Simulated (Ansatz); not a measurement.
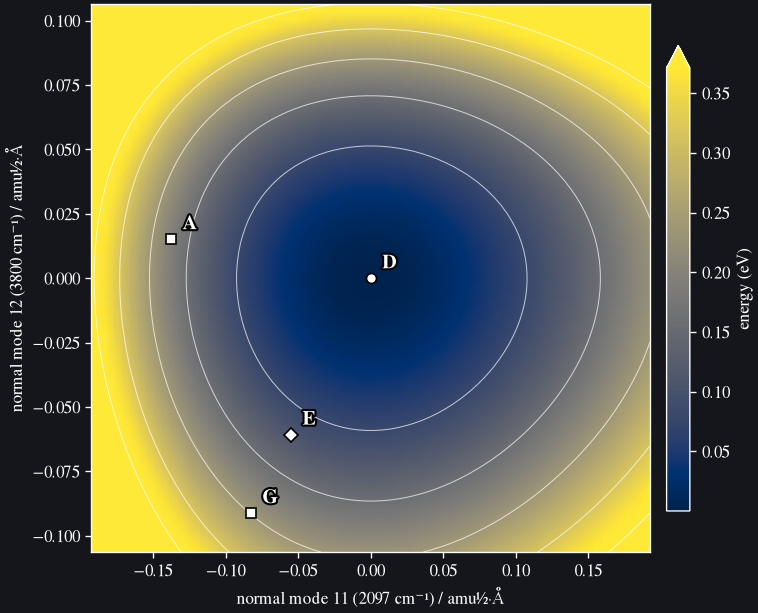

CH3OSi, SMILES O[C-]=[SiH2], charge −1. 
- The first coordinate is: normal mode 11 (2097 cm⁻¹); the second: normal mode 12 (3800 cm⁻¹).
- Nothing is relaxed (straight displacements along the two mass-weighted modes).
- The scan uses a 15 × 15 grid.
- All energies are given in eV relative to the lowest grid point.
- Level of theory: Ansatz, RKS PBE0-D4/def2-TZVPD.

The picture shows a smooth colour map with a few white contour lines, one colour for all values above the top of the scale, lettered points. Between grid points the surface is interpolated.

> What kind of point is each of A, D, E, G: minimum, saddle, maximum or slope?

A: on a slope; D: minimum; E: on a slope; G: on a slope. (In these two coordinates alone; a stationary point may lie a little off the grid point.)

> Rank the lettered points by energy, lowest first.

D (0.000 eV), E (0.111 eV), A (0.197 eV), G (0.238 eV).
